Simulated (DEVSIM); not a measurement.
System: Al/SiON/p-GaSb capacitor, at 300 K.

```
layer (left to right)  material  thickness (nm)  Na (cm⁻³)
---------------------  --------  --------------  ---------
1                          SiON            20.0          -
2                          GaSb             570     1.1e18
```

Metal gate on the left, work function 4.1 eV. Fixed charge at the semiconductor interface 0 cm⁻² (in units of +e); no interface traps.

The device is made up for the run: typed textbook-type constants, with dimensions and the other settings drawn at random. Values at 300 K.

```
parameter      SiON    GaSb
-------------  ----  ------
gap (eV)          7   0.726
affinity (eV)   1.4    4.06
permittivity    5.5    15.7
Nc (cm⁻³)         -  2.1e17
Nv (cm⁻³)         -  1.8e19
```

Model (solved in DEVSIM): 1D Poisson equation in equilibrium, Boltzmann statistics, complete ionisation; no quantum confinement or tunnelling. Metal contacts follow the ideal Schottky-Mott rule: no Fermi-level pinning, no interface dipoles.

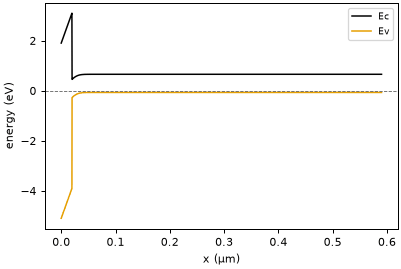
*Band edges at 0.8 V on the gate*

Energies count from the Fermi level of the right contact; mesh points crowd at the junctions.

| x (μm) | Ec (eV) | Ev (eV) | n (cm⁻³) | p (cm⁻³) | field (V/cm) |
|---|---|---|---|---|---|
| 0.000 | 1.900 | -5.100 | < 1e2 | < 1e2 | 610000 |
| 0.001151 | 1.970 | -5.030 | < 1e2 | < 1e2 | 610000 |
| 0.003172 | 2.092 | -4.908 | < 1e2 | < 1e2 | 610000 |
| 0.007094 | 2.330 | -4.670 | < 1e2 | < 1e2 | 610000 |
| 0.01451 | 2.779 | -4.221 | < 1e2 | < 1e2 | 610000 |
| 0.01757 | 2.965 | -4.035 | < 1e2 | < 1e2 | 610000 |
| 0.01932 | 3.070 | -3.930 | < 1e2 | < 1e2 | 610000 |
| 0.02064 | 0.464 | -0.262 | 3.4e9 | 7.2e14 | 200000 |
| 0.02251 | 0.500 | -0.226 | 8.4e8 | 2.9e15 | 180000 |
| 0.02605 | 0.556 | -0.170 | 9.7e7 | 2.5e16 | 140000 |
| 0.03349 | 0.625 | -0.101 | 6700000 | 3.6e17 | 54000 |
| 0.05530 | 0.653 | -0.073 | 2200000 | 1.1e18 | 620 |
| 0.09292 | 0.654 | -0.072 | 2200000 | 1.1e18 | ≈ 0 |
| 0.1644 | 0.654 | -0.072 | 2200000 | 1.1e18 | ≈ 0 |
| 0.3652 | 0.654 | -0.072 | 2200000 | 1.1e18 | ≈ 0 |
| 0.4762 | 0.654 | -0.072 | 2200000 | 1.1e18 | ≈ 0 |
| 0.5346 | 0.654 | -0.072 | 2200000 | 1.1e18 | ≈ 0 |
| 0.5624 | 0.654 | -0.072 | 2200000 | 1.1e18 | ≈ 0 |
| 0.5800 | 0.654 | -0.072 | 2200000 | 1.1e18 | ≈ 0 |
| 0.5855 | 0.654 | -0.072 | 2200000 | 1.1e18 | ≈ 0 |
| 0.5884 | 0.654 | -0.072 | 2200000 | 1.1e18 | ≈ 0 |
| 0.5900 | 0.654 | -0.072 | 2200000 | 1.1e18 | ≈ 0 |
